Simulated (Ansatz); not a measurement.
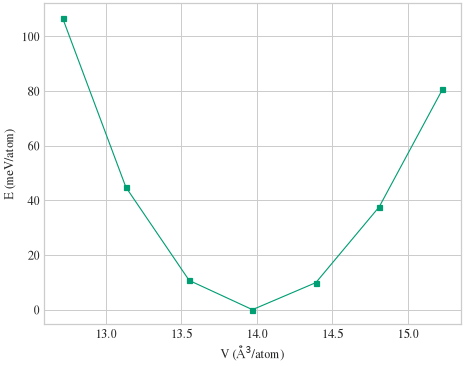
*W$_{3}$N in space group Fm-3m (No. 225; N on 4a, W on 4b, W on 8c) under volume change, PBEsol in the plane-wave PAW code Ansatz, scaled uniformly.*

What does a third-order Birch–Murnaghan fit give for V₀, B₀ and B′?

V₀ = 13.97 Å³/atom, B₀ = 261 GPa, B′ = 3.9.

A made-up cell: these elements were put on the sites of a structure type; neither database checked (COD, Materials Project) lists it. Its standing as an ambient phase is unchecked. Symmetry was held in the PBEsol relaxation. At this level the phase is dynamically unstable (imaginary phonons). No spin polarisation was allowed. Spin–orbit coupling is left out wherever it is not named.

Potentials: the earlier of the program's two PAW sets. The files were generated under PBE; for other functionals the program regenerates the frozen cores, and for LDA and PBEsol the local potential too.
